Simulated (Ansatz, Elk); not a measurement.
**Bonding as seen by X-rays: HgH2**

Structure refinements treat a crystal as free atoms side by side. For a made-up structure of HgH2 (cell and positions from a PBEsol relaxation) the runs below show what the calculated density changes in F(hkl).

Calculated with Elk 11.2.3 (patched build); DFT, PBE, all-electron APW+lo, Dirac cores, scalar-relativistic bands, static density, no spin.

The structure was built from a prototype and need not be the compound's stable phase.

### Step 1. The structure

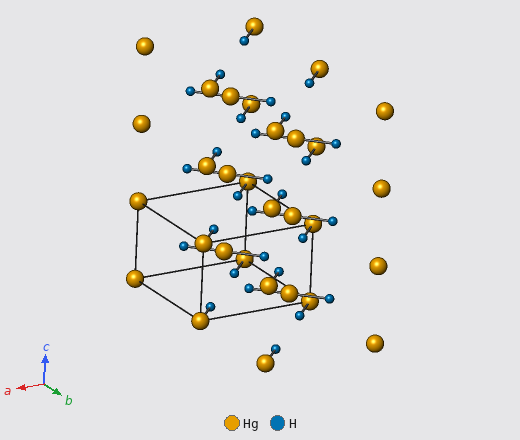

The starting structure, seen from a free direction (mercury orange, hydrogen blue). 1×2×3 cells are drawn. Bonds to atoms that aren't drawn are left out. Some periodic images of atoms are drawn too.

### Step 2. Ground state and structure factors

An all-electron density is needed, since X-rays see the cores too. Task 0 finds the density and task 195 Fourier-transforms it; tshift is off so that phases refer to the origin typed.

File elk.in:

```
tasks
  0
  195

xctype
  20

spinpol
  .false.

rgkmax
  7.0

gmaxvr
  14.0

lmaxo
  7

lmaxapw
  8

swidth
  0.002

tshift
  .false.

ramdisk
  .false.

hmaxvr
  5.5

maxscl
  120

epspot
  1e-06

sppath
  './'

avec
  9.68835288211 0.00000000000 0.00000000000
  -0.00000000000 9.68835288211 0.00000000000
  0.00000000000 0.00000000000 6.31930984658

atoms
  2
  'Hg.in'
  2
  0.5000000000 0.5000000000 0.5000000000   0.000000 0.000000 0.000000
  -0.0000000000 -0.0000000000 0.0000000000   0.000000 0.000000 0.000000
  'H.in'
  4
  0.7302639925 0.2697360075 0.5000000000   0.000000 0.000000 0.000000
  0.7697360075 0.7697360075 0.0000000000   0.000000 0.000000 0.000000
  0.2697360075 0.7302639925 0.5000000000   0.000000 0.000000 0.000000
  0.2302639925 0.2302639925 0.0000000000   0.000000 0.000000 0.000000

ngridk
  5 5 7
```

Run with:

```bash
$ OMP_NUM_THREADS=4 elk
```

Numbers of over 12 decimals in the logs are rounded to 6 here.

What it wrote:

```text
┌─────────────────────────┐
│ Elk code version 11.2.3 │
└─────────────────────────┘

All units are atomic (Hartree, Bohr, etc.)

┌─────────────────────────────────────────────────┐
│ Ground-state run starting from atomic densities │
└─────────────────────────────────────────────────┘

Lattice vectors :
   9.688352882       0.000000000       0.000000000
  -0.000000000       9.688352882       0.000000000
   0.000000000       0.000000000       6.319309847

Reciprocal lattice vectors :
  0.6485297742       0.000000000      -0.000000000
   0.000000000      0.6485297742       0.000000000
   0.000000000      -0.000000000      0.9942834676

Unit cell volume      :    593.1568468
Brillouin zone volume :   0.4181865467

Muffin-tin inner radius fraction :   0.1000000000E-01

Nuclei treated as point charges

Species : 1 (Hg)
 parameters loaded from : Hg.in
 name : mercury
 nuclear charge    :   -80.00000000
 electronic charge :    80.00000000
 atomic mass :    365653.2015
 muffin-tin radius :    2.069959384
 number of radial points in muffin-tin :   1393
 inner part over the whole radius :   0.9957239589E-02
 number on inner part of muffin-tin    :    993
 approximate nuclear radius :   0.1038385165E-03
 number of mesh points to nuclear radius :    534
 atomic positions (lattice), magnetic fields (Cartesian) :
  1 :   0.50000000  0.50000000  0.50000000    0.00000000  0.00000000  0.00000000
  2 :   0.00000000  0.00000000  0.00000000    0.00000000  0.00000000  0.00000000

Species : 2 (H)
 parameters loaded from : H.in
 name : hydrogen
 nuclear charge    :   -1.000000000
 electronic charge :    1.000000000
 atomic mass :    1837.362221
 muffin-tin radius :    1.034979692
 number of radial points in muffin-tin :    393
 inner part over the whole radius :   0.9738079918E-02
 number on inner part of muffin-tin    :    255
 approximate nuclear radius :   0.2766748019E-04
 number of mesh points to nuclear radius :     79
 atomic positions (lattice), magnetic fields (Cartesian) :
  1 :  -0.26973601  0.26973601  0.50000000    0.00000000  0.00000000  0.00000000
  2 :  -0.23026399 -0.23026399  0.00000000    0.00000000  0.00000000  0.00000000
  3 :   0.26973601 -0.26973601  0.50000000    0.00000000  0.00000000  0.00000000
  4 :   0.23026399  0.23026399  0.00000000    0.00000000  0.00000000  0.00000000

Total number of atoms per unit cell :    6
Total muffin-tin volume :    92.87826418
 ratio of muffin-tin to unit cell volume :   0.1565829758

Spin treatment :
 spin-unpolarised

Number of Bravais lattice symmetries :   16
Number of crystal symmetries         :   16
Crystal has inversion symmetry
Real symmetric eigensolver will be used

k-point grid :      5     5     7
k-point offset :    0.000000000       0.000000000       0.000000000
k-point set is reduced with full crystal symmetry group
Total number of k-points :       24

Muffin-tin radius times maximum |G+k| :    7.000000000
 using average radius
Maximum |G+k| for APW functions       :    5.072563297
Maximum (1/2)|G+k|²                   :    12.86544920
Maximum |G| for potential and density :    14.00000000
Constant for pseudocharge density :    7
 order of it for each species :   14  10
 order of it for pair densities of each species (exact exchange by exxq0 0: 15) :   14   4
Radial integration step length :    1

G-vector grid sizes :     45    45    30
Number of G-vectors :    27509

Maximum angular momentum used for
 APW functions            :    8
 outer part of muffin-tin :    7
 inner part of muffin-tin :    2

Total nuclear charge    :   -164.0000000
Total core charge       :    124.0000000
Total valence charge    :    40.00000000
Total excess charge     :    0.000000000
Total electronic charge :    164.0000000

Effective Wigner radius, rₛ :   0.9522384131

Number of empty states         :     24
Total number of valence states :     45
Total number of core states    :    124

Third-order local-orbitals added for an l without core states : T
Total number of local-orbitals :     66

[...]
from k-point 4 to k-point 24
Estimated direct band gap   :   0.1218570774
 at k-point 4

Charges :
 core                        :    124.0000000
 valence                     :    40.00000000
 interstitial                :    8.789912702
 muffin-tins (core leakage)
  species : 1 (Hg)
   atom 1                    :    76.54123216     (  0.4465780311E-02)
   atom 2                    :    76.54123216     (  0.4465780311E-02)
  species : 2 (H)
   atom 1                    :   0.5319057458     (   0.000000000    )
   atom 2                    :   0.5319057458     (   0.000000000    )
[...]
total in muffin-tins        :    155.2100873
 total calculated charge     :    163.9906688
 total charge                :    164.0000000
 error                       :   0.9331220220E-02

RMS change in Kohn-Sham potential (target) :    85.73394743     (  0.1000000000E-05)
Absolute change in total energy (target)   :   0.1751416504     (  0.1000000000E-03)

[... loops 3 to 18 left out ...]

┌──────────────────┐
│ Loop number : 19 │
└──────────────────┘

Energies :
 Fermi                       :     0.133629
 sum of occupied eigenvalues :     -24247.057917725
 electron kinetic            :      45381.947779116
 core electron kinetic       :      44967.575364423
 Coulomb                     :     -83959.091056717
 Coulomb potential           :     -68649.027542764
 nuclear-nuclear             :     -2748.6701242435
 electron-nuclear            :     -93798.623018855
 Hartree                     :      12588.202086381
 Madelung                    :     -49634.577285335
 xc potential                :     -979.97815407725
 exchange                    :     -738.87484795725
 correlation                 :     -9.921069
 electron entropic           :    -0.17367795996374E-10
 total energy                :     -39325.939194073

Density of states at Fermi energy :   0.2013865593E-06
 (states/Hartree/unit cell)

Estimated indirect band gap :   0.8096475066E-01
 from k-point 4 to k-point 24
Estimated direct band gap   :   0.1143962394
 at k-point 3

Charges :
 core                        :    124.0000000
 valence                     :    40.00000000
 interstitial                :    8.456887318
 muffin-tins (core leakage)
  species : 1 (Hg)
   atom 1                    :    76.82330031     (  0.4256905363E-02)
   atom 2                    :    76.82330031     (  0.4256905363E-02)
  species : 2 (H)
[...]
total in muffin-tins        :    155.5431127
 total calculated charge     :    163.9911656
 total charge                :    164.0000000
 error                       :   0.8834367533E-02

RMS change in Kohn-Sham potential (target) :   0.4174794729E-06 (  0.1000000000E-05)
Absolute change in total energy (target)   :   0.7631970220E-06 (  0.1000000000E-03)

Convergence targets achieved

┌──────────────────┐
│ Loop number : 20 │
└──────────────────┘

Energies :
 Fermi                       :     0.133629
 sum of occupied eigenvalues :     -24247.057917764
 electron kinetic            :      45381.947779011
 core electron kinetic       :      44967.575364317
 Coulomb                     :     -83959.091056592
 Coulomb potential           :     -68649.027542705
 nuclear-nuclear             :     -2748.6701242435
 electron-nuclear            :     -93798.623018663
 Hartree                     :      12588.202086315
 Madelung                    :     -49634.577285239
 xc potential                :     -979.97815406910
 exchange                    :     -738.87484795455
 correlation                 :     -9.921069
 electron entropic           :    -0.17367796696279E-10
 total energy                :     -39325.939194050

Density of states at Fermi energy :   0.2013865685E-06
 (states/Hartree/unit cell)

Estimated indirect band gap :   0.8096475043E-01
 from k-point 4 to k-point 24
Estimated direct band gap   :   0.1143962393
 at k-point 3

Charges :
 core                        :    124.0000000
 valence                     :    40.00000000
 interstitial                :    8.456887317
 muffin-tins (core leakage)
  species : 1 (Hg)
   atom 1                    :    76.82330031     (  0.4256905365E-02)
   atom 2                    :    76.82330031     (  0.4256905365E-02)
  species : 2 (H)
[...]
atom 2                    :   0.4741280155     (   0.000000000    )
   atom 3                    :   0.4741280155     (   0.000000000    )
   atom 4                    :   0.4741280155     (   0.000000000    )
 total in muffin-tins        :    155.5431127
 total calculated charge     :    163.9911656
 total charge                :    164.0000000
 error                       :   0.8834367538E-02

┌──────────────────────────────┐
│ Self-consistent loop stopped │
└──────────────────────────────┘

Warning : core states of species 1 leak from the muffin-tin :   0.4256905365E-02

Wrote STATE.OUT
```

Wall time 2.2 min (4 threads of Arm Neoverse V2, shared host); peak memory 0.51 GiB.

SFACRHO.OUT:

```text

h k l indices transformed by vhmat matrix:
   1.000000000       0.000000000       0.000000000    
   0.000000000       1.000000000       0.000000000    
   0.000000000       0.000000000       1.000000000    

      h      k      l  multipl.   |H|            Re(F)            Im(F)           |F|

      0      0      0      1   0.0000000       164.00000      0.10647751E-15   164.00000    
     -1      0      0      4  0.64852977      0.16981911E-15 -0.40073290E-13  0.40073650E-13
      1     -1      0      2  0.91715960       146.08160      0.10926133E-13   146.08160    
      1      1      0      2  0.91715960       146.08160     -0.78755872E-13   146.08160    
      0      0      1      2  0.99428347      0.15956967E-13  0.69987567E-13  0.71783594E-13
      1      0     -1      8   1.1870933       139.86566      0.22130746E-13   139.86566    
      2      0      0      4   1.2970595       134.41233     -0.75331354E-13   134.41233    
     -1     -1     -1      4   1.3526941      -2.2578737     -0.14268824E-12   2.2578737    
      1     -1      1      4   1.3526941       2.2578737      0.38596799E-13   2.2578737    
      2     -1      0      4   1.4501567      0.65979846      0.86014885E-14  0.65979846    
     -2     -1      0      4   1.4501567     -0.65979846     -0.14002741E-12  0.65979846    
      0     -2      1      8   1.6343081      0.57879175E-15 -0.85190910E-14  0.85387301E-14
     -2      1     -1      8   1.7582815       125.34711      0.71207463E-13   125.34711    
     -1     -2      1      8   1.7582815       125.34711      0.69889104E-13   125.34711    
     -2      2      0      2   1.8343192       125.22468     -0.19244029E-13   125.22468    
      2      2      0      2   1.8343192       125.22468     -0.14074286E-12   125.22468    
      0      3      0      4   1.9455893     -0.61295654E-15  0.23521454E-13  0.23529439E-13
      0      0     -2      2   1.9885669       121.53465      0.12096527E-12   121.53465
```

Elk indexes on the primitive cell of elk.in and gives |H| = 4π sin θ/λ in inverse bohr. Below, one row stands for each form hkl of the conventional cell (m members, Friedel mates merged), F is for one primitive cell and the density is static (no thermal factor). Free-atom factors are Waasmaier and Kirfel's, and R is Σm||F|−|F'||/Σm|F|.

| hkl | m | sin θ/λ (Å⁻¹) | abs F, DFT | neutral atoms | diff. |
| --- | --- | --- | --- | --- | --- |
| 100 | 4 | 0.098 | 0.000 | 0.000 | +0.000 |
| 110 | 4 | 0.138 | 146.082 | 146.399 | -0.317 |
| 001 | 2 | 0.149 | 0.000 | 0.000 | +0.000 |
| 101 | 8 | 0.178 | 139.866 | 139.939 | -0.073 |
| 200 | 4 | 0.195 | 134.412 | 134.997 | -0.585 |
| 111 | 8 | 0.203 | 2.258 | 1.855 | +0.403 |
| 210 | 8 | 0.218 | 0.660 | 0.419 | +0.241 |
| 201 | 8 | 0.246 | 0.000 | 0.000 | +0.000 |
| 211 | 16 | 0.264 | 125.347 | 125.622 | -0.275 |
| 220 | 4 | 0.276 | 125.225 | 125.130 | +0.095 |
| 300 | 4 | 0.293 | 0.000 | 0.000 | +0.000 |
| 002 | 2 | 0.299 | 121.535 | 121.554 | -0.019 |
| 310 | 8 | 0.308 | 118.935 | 119.126 | -0.191 |
| 221 | 8 | 0.314 | 0.017 | 0.055 | -0.038 |
| 102 | 8 | 0.315 | 0.000 | 0.000 | +0.000 |
| 301 | 8 | 0.329 | 115.607 | 115.967 | -0.360 |
| 112 | 8 | 0.329 | 115.979 | 116.176 | -0.197 |
| 311 | 16 | 0.343 | 0.884 | 0.699 | +0.184 |

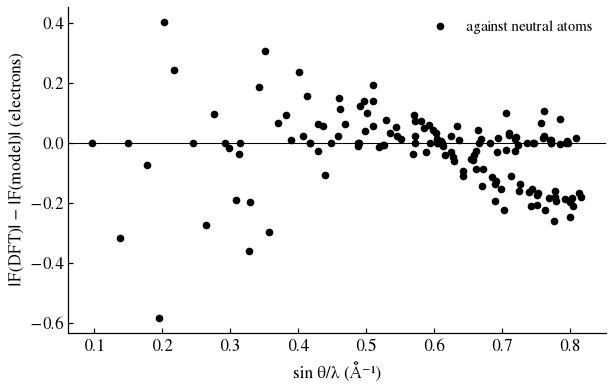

Difference between the calculated structure factors and the independent-atom ones.

### Step 3. The highest occupied states alone

An energy window below the Fermi level keeps the highest occupied states, to see at which angles they scatter; shallow core shells can lie inside it and anion s states outside. No new self-consistency is needed.

Changes to elk.in since step 2:

```diff
@@ -1,3 +1,2 @@
 tasks
-  0
   195
@@ -40,2 +39,5 @@
 
+wsfac
+  -0.307360 0.433630
+
 sppath
```

Run with:

```bash
$ OMP_NUM_THREADS=4 elk
```

What it wrote:

```text
┌─────────────────────────────────┐
│ Elk code version 11.2.3 started │
└─────────────────────────────────┘

Info(readinput): the functional depends on the density's gradient
 muffin-tin radial points multiplied by    2.00000
 (not where nrmtscf is given)

┌────────────────────┐
│ Current task : 195 │
└────────────────────┘
Info(checkmt): changed muffin-tin radius of species 1 (Hg) from   2.8000 to   2.0700
Info(checkmt): changed muffin-tin radius of species 2 (H) from   1.4000 to   1.0350

Info(sfacrho): density structure factors written to SFACRHO.OUT

 Energy window :  -0.3073600000      0.4336300000

┌──────────────────┐
│ Elk code stopped │
└──────────────────┘
```

The job ended after 7.2 s (4 threads; peak memory 0.17 GiB).

States within 12 eV below the Fermi level hold 28.00 electrons; any levels below the window count with the cores. Their amplitudes can exceed the total, where window and core parts have opposite phase:

| hkl | sin θ/λ (Å⁻¹) | abs F, window | abs F, all |
| --- | --- | --- | --- |
| 100 | 0.098 | 0.000 | 0.000 |
| 110 | 0.138 | 14.825 | 146.082 |
| 001 | 0.149 | 0.000 | 0.000 |
| 101 | 0.178 | 11.571 | 139.866 |
| 200 | 0.195 | 7.486 | 134.412 |
| 111 | 0.203 | 2.255 | 2.258 |
| 210 | 0.218 | 0.655 | 0.660 |
| 201 | 0.246 | 0.000 | 0.000 |
| 211 | 0.264 | 4.896 | 125.347 |
| 220 | 0.276 | 5.929 | 125.225 |

### Step 4. Another functional

The difference from free atoms is small, so it is set against the change that PBEsol makes.

Changes to elk.in since step 3:

```diff
@@ -1,2 +1,3 @@
 tasks
+  0
   195
@@ -4,3 +5,3 @@
 xctype
-  20
+  22
 
@@ -39,5 +40,2 @@
 
-wsfac
-  -0.307360 0.433630
-
 sppath
```

Run with:

```bash
$ OMP_NUM_THREADS=4 elk
```

What it wrote:

```text
┌─────────────────────────┐
│ Elk code version 11.2.3 │
└─────────────────────────┘

All units are atomic (Hartree, Bohr, etc.)

┌─────────────────────────────────────────────────┐
│ Ground-state run starting from atomic densities │
└─────────────────────────────────────────────────┘

Lattice vectors :
   9.688352882       0.000000000       0.000000000
  -0.000000000       9.688352882       0.000000000
   0.000000000       0.000000000       6.319309847

Reciprocal lattice vectors :
  0.6485297742       0.000000000      -0.000000000
[...]
atom 2                    :    76.81800213     (  0.4251925700E-02)
  species : 2 (H)
[...]
atom 3                    :   0.4607832014     (   0.000000000    )
   atom 4                    :   0.4607832014     (   0.000000000    )
 total in muffin-tins        :    155.4791371
 total calculated charge     :    163.9911822
 total charge                :    164.0000000
 error                       :   0.8817823653E-02

┌──────────────────────────────┐
│ Self-consistent loop stopped │
└──────────────────────────────┘

Warning : core states of species 1 leak from the muffin-tin :   0.4251925700E-02

Wrote STATE.OUT
[key lines of the parts left out:]
total energy                :     -39315.150623871
```

The job ended after 2.4 min (4 threads; peak memory 0.52 GiB).

Against the first run R = 0.01 %; the largest change is -0.068 at 220.

### Step 5. A coarser k-mesh

About half the k-points along each axis test the sampling.

Changes to elk.in since step 4:

```diff
@@ -5,3 +5,3 @@
 xctype
-  22
+  20
 
@@ -62,2 +62,2 @@
 ngridk
-  5 5 7
+  2 2 4
```

Run with:

```bash
$ OMP_NUM_THREADS=4 elk
```

What it wrote:

```text
┌─────────────────────────┐
│ Elk code version 11.2.3 │
└─────────────────────────┘

All units are atomic (Hartree, Bohr, etc.)

┌─────────────────────────────────────────────────┐
│ Ground-state run starting from atomic densities │
└─────────────────────────────────────────────────┘

Lattice vectors :
   9.688352882       0.000000000       0.000000000
  -0.000000000       9.688352882       0.000000000
   0.000000000       0.000000000       6.319309847

Reciprocal lattice vectors :
  0.6485297742       0.000000000      -0.000000000
[...]
atom 2                    :    76.82401683     (  0.4258239773E-02)
  species : 2 (H)
[...]
atom 3                    :   0.4764747852     (   0.000000000    )
   atom 4                    :   0.4764747852     (   0.000000000    )
 total in muffin-tins        :    155.5539328
 total calculated charge     :    163.9911639
 total charge                :    164.0000000
 error                       :   0.8836118451E-02

┌──────────────────────────────┐
│ Self-consistent loop stopped │
└──────────────────────────────┘

Warning : core states of species 1 leak from the muffin-tin :   0.4258239773E-02

Wrote STATE.OUT
[key lines of the parts left out:]
total energy                :     -39325.936610549
```

Run time: 66 s. Hardware: 4 threads; peak memory 0.52 GiB.

Against the first run R = 0.00 %; the largest change is -0.016 at 200.

### Step 6. Settings against the effect

```csv
run,R against the first run (%),"R against neutral atoms, low angle (%)",wall time
"PBE, rgkmax 7",0.00,0.28,2.2 min
PBEsol,0.01,0.27,2.4 min
k-mesh 2×2×4,0.00,0.29,66 s
```

### Step 7. Outcome

* R against neutral atoms, sin θ/λ < 0.3 Å⁻¹: 0.28 %
* R against neutral atoms, 0.3 to 0.82 Å⁻¹: 0.19 %

What this shows: Independent neutral atoms miss the calculated amplitudes by R = 0.28 % below 0.3 Å⁻¹ and 0.19 % from there to 0.82 Å⁻¹; by shells, 0.22 % below 0.15 Å⁻¹ (1 form), 0.29 % 0.15 to 0.3 (7 forms), 0.20 % 0.3 to 0.45 (17 forms), 0.19 % above 0.45 (99 forms). Bonding, aspherical density and the tables' own atoms all enter these figures, and the runs don't part them. The largest change of an amplitude is -0.59 electrons, at 200. Weak lines can change much in proportion: 320 goes from 0.16 to 0.47. The window's part falls from 28.0 electrons at the origin to at most 0.73 between 0.45 and 0.82 Å⁻¹. Below 0.3 Å⁻¹ the changes that finished (PBEsol and k-mesh 2×2×4) move F by R = 0.03 % at most, against the 0.28 % that separates it from free atoms. The basis has no finished test. Spin-orbit coupling is left out, which can matter for elements this heavy. Part of the difference isn't bonding: the tables are fits to free atoms and ions calculated by other methods than this functional. Thermal motion, anomalous dispersion and extinction are left out.

[Logs are printed without paths, hosts, clocks, repeated set-up lines and the standing remarks that a program may print on its own settings, such as how far it seeks lower states.]

[Hosts, paths, dates, database ids (printed as entryN), source tags and the programs' standing remarks are cut or masked in the printed files.]
